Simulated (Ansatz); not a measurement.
Mg₂Se₃

The calculation's input:

```
crystal:
  lattice:
    - [1.9404489225, 1.1203187077, 8.9949650594]
    - [-1.9404489225, 1.1203187077, 8.9949650594]
    - [0.0, -2.2406374155, 8.9949650594]
  atoms:
    - { symbol: Mg, position: [0.4, 0.4, 0.4] }
    - { symbol: Mg, position: [0.6, 0.6, 0.6] }
    - { symbol: Se, position: [0.0, 0.0, 0.0] }
    - { symbol: Se, position: [0.2095, 0.2095, 0.2095] }
    - { symbol: Se, position: [0.7905, 0.7905, 0.7905] }
basis:
  ecutwfc: 420
kpoints:
  mp_grid: { grid: [12, 12, 12] }
hamiltonian:
  xc: pbe
scf:
  occupations: { method: gaussian, width: 0.1 }
output:
  forces: true
  stress: true
  eigenvalues: true
  write_density: true
  write_potential: true
  elf: true
  volumetric_format: npy
relax:
  adjacent_minimum: "off"
  f_tol: 0.01
  max_steps: 80
  cell: { stress_tol: 0.05 }
```

Command:

```sh
ansatz run input.yaml --threads 1 --pin off --max-ram 2560MiB --backend cpu --events-out ev --progress --plain --runs-dir out
```

Below, planes, directions and counts refer to the conventional cell (a = 4.05 Å, b = 4.05 Å, c = 23.75 Å, α = 90.00°, β = 90.00°, γ = 120.00°).

The fields are those of the run's last geometry, not of the input's.

Space group R-3m; started from the tetradymite_166 prototype, which need not be the ambient phase.

Level of theory: DFT PBE, scalar-relativistic, plane waves, PAW (Ansatz 0.2.0).

### What will maps of the valence pseudo-density and electron localisation function show?

Mg–Se (2.66 Å): the density is about 0.3 e/Å³ at the midpoint; the ELF is about 0.80 at the midpoint.
Mg–Se (2.83 Å): ρ is about 0.21 e/Å³ halfway, with its minimum of 0.12 e/Å³ about 1.1 Å from Mg; the ELF is about 0.70 at the midpoint.

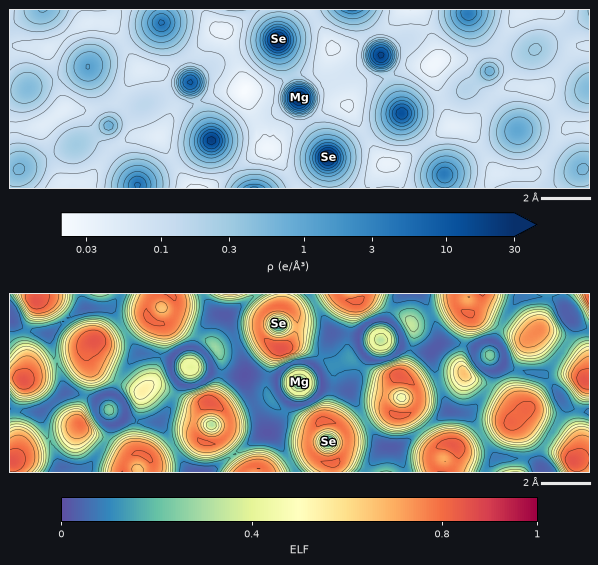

Computed valence pseudo-density and electron localisation function on the (111) plane of the conventional cell, in this order. Atoms just off the plane (Mg, 0.3 Å away and Se, 0.3 Å away) can leave unmarked features too.

Core electrons are frozen (PAW), and the valence fields are smoothed inside the atomic spheres.
